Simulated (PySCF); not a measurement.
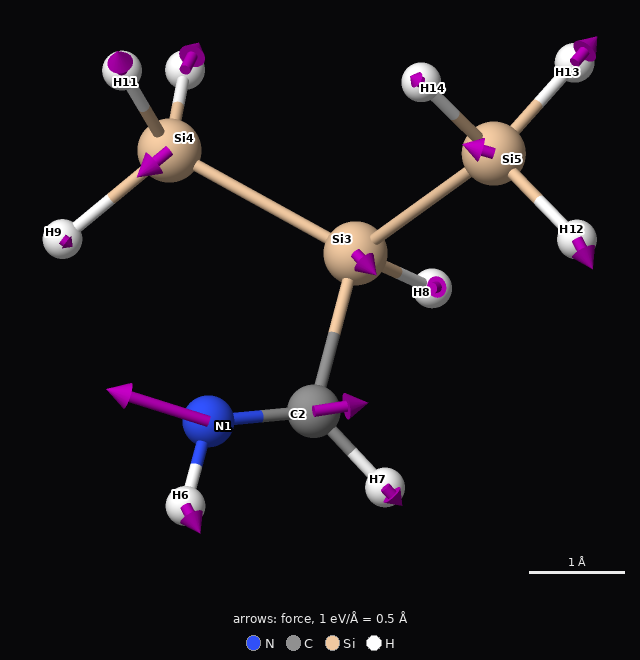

Starting geometry of CH9NSi3 with the computed forces as purple arrows. The picture is a ball-and-stick view, seen at a tilt.

The start comes from GFN2-xTB. Its atoms were then displaced at random by about 0.01 Å.

These are results of PySCF 2.14.0, density-fitted response routines, PBE0-D3(BJ)/def2-SVP geometry optimisation, gas phase, not measurements. 

Q: What follows when this structure is relaxed?

A: It isn't relaxed: the largest force vector, on the N atom, is 2.31 eV/Å. The final displacements have little in common with the starting forces (cosine between the two patterns 0.03). The largest move after the best rigid fit is that of an H atom, 0.56 Å. By element the largest moves are H 0.56 Å, N 0.25 Å, C 0.17 Å, Si 0.14 Å. Among the contacts that change: H–Si 1.449 → 1.498 Å, Si–Si 2.306 → 2.342 Å, C–N 1.245 → 1.273 Å, H–N 1.013 → 1.028 Å. Among the angles between lasting bonds that change: C–N–H 118.1° → 111.6°, Si–Si–Si 118.1° → 111.9°, C–Si–H 104.1° → 109.3°. Groups turn about Si–Si by about 25°. The energy falls by 6.03 kcal/mol in 11 geometry steps. The run took 80 s on 1 thread of Arm Neoverse V2, on a shared host.
